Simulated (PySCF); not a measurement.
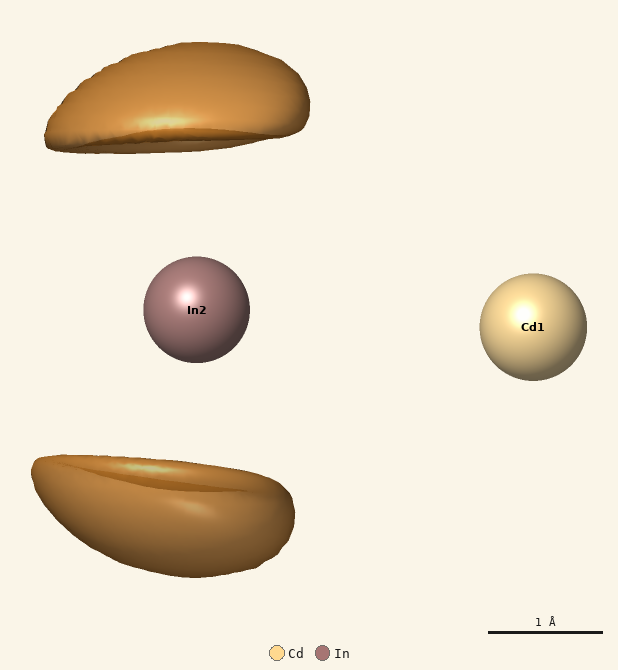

Figure. CdIn (doublet). Isosurface of the electron localisation function at 0.85 (orange), seen from one side. Core shells and regions of very low density are left out.

Core potentials replace the inner electrons of Cd and In.

Level of theory: PBE0/def2-SVP, non-relativistic Hamiltonian with scalar-relativistic core potentials where named, at a bond length of 3.073 Å in PySCF.

```yaml
atoms:
  - { symbol: Cd, position_ang: [0.0000, 0.0000, -1.5432] }
  - { symbol: In, position_ang: [0.0000, 0.0000, 1.5298] }
```

Q: Describe the localisation domains.

A: The ELF exceeds this value in two lobes on In, pointing away from the bonds (non-bonding electrons).

Values along the shortest contacts:
Cd–In (3.07 Å): the ELF is about 0.20 at the midpoint.
